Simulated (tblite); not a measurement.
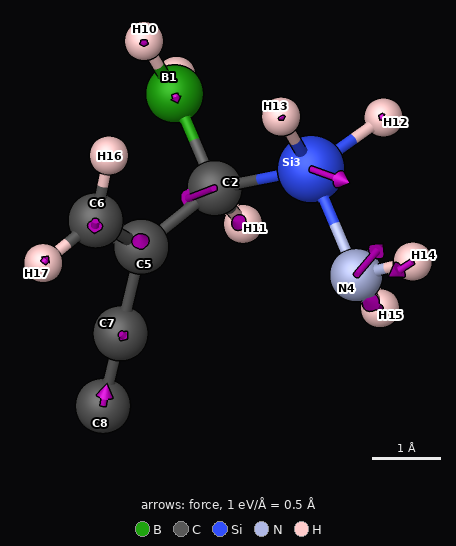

Starting geometry of C$_{5}$H$_{9}$BNSi (multiplicity 2) with the computed forces as purple arrows. A ball-and-stick model, seen at a tilt.

Computed with tblite 0.8.0, GFN2-xTB geometry optimisation, gas phase. 

### Is this structure relaxed? If not, where do the atoms go?

It isn't relaxed: the largest force vector, on a C atom, is 2.19 eV/Å. The final displacements have little in common with the starting forces (cosine between the two patterns 0.23). An H atom moves most after the best rigid fit: 0.93 Å. By element the largest moves are H 0.93 Å, C 0.42 Å, N 0.26 Å, Si 0.18 Å, B 0.07 Å. Near-neighbour distances that change, for instance: C–Si 1.859 → 1.940 Å, N–Si 1.786 → 1.714 Å, B–C 1.596 → 1.543 Å, H–N 1.052 → 1.008 Å. Bond angles that change, for instance: Si–N–H 106.0° → 121.4°, C–C–C 179.2° → 165.1°, Si–N–H 107.7° → 121.2°. Groups turn about B–C by about 40°. The energy falls by 49.8 kJ/mol in 102 geometry steps.
